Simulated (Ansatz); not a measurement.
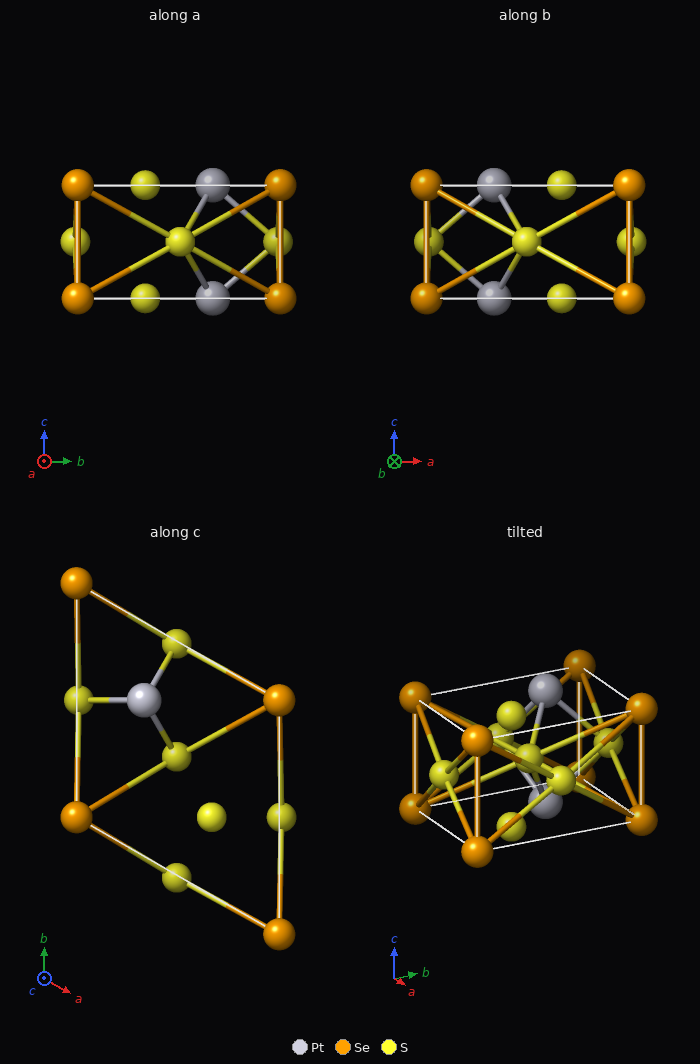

View along the a axis, along the b axis, along the c axis and slightly off an axis, drawn as a ball-and-stick model. The box is the conventional unit cell; atoms on or close to its faces, edges and corners are drawn wherever they repeat.

Lattice parameters: a = 6.561 Å, b = 6.561 Å, c = 3.173 Å, α = 90.00°, β = 90.00°, γ = 120.00°.

Give the structure in the form of a table of Wyckoff sites, with free fractional coordinates to two decimals.

Space group P-6m2 (No. 187).
```tsv
atom	site	x	y	z
Pt	1c	0.3333	0.6667	0.00
Se	1a	0.00	0.00	0.00
S	1e	0.6667	0.3333	0.00
S	3k	0.49	0.99	0.50
```

Origin of the cell: a structure type filled with these elements by a generator (whether the compound takes this form wasn't checked). It was relaxed with Ansatz, DFT PBE, scalar-relativistic, plane waves, PAW.
